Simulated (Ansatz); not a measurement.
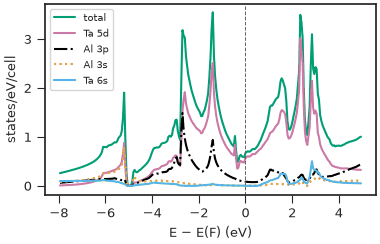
Figure. Total and projected density of states of TaAl (rock salt, space group No. 225), r²SCAN (plane waves, PAW; program Ansatz)

Question: Which orbitals carry the states next to the Fermi level?

Answer: Within 0.5 eV of the Fermi level: Ta 5d 83 %, Al 3p 14 %. Projections are on Löwdin-orthogonalised atomic valence shells; empty p or d shells of many metals are not among them.

Question: Where is the tallest occupied peak in this window, and what makes it?

Answer: Near -1.4 eV, about 3.5 states/eV per cell; the largest projected share is Ta 5d.

Space group Fm-3m (rock salt). The start of the workflow was typed in or built on a structure type; neither database checked (COD, Materials Project) lists it. Whether it is the stable phase at ambient conditions was not checked. The r²SCAN relaxation kept the symmetry of its start. At this level the phase is mechanically unstable. The run is not spin-polarised. Its formation energy is positive at this level, so the cell may be metastable or incomplete. Spin–orbit coupling is left out wherever it is not named.

Potentials: the earlier of the program's two PAW sets.
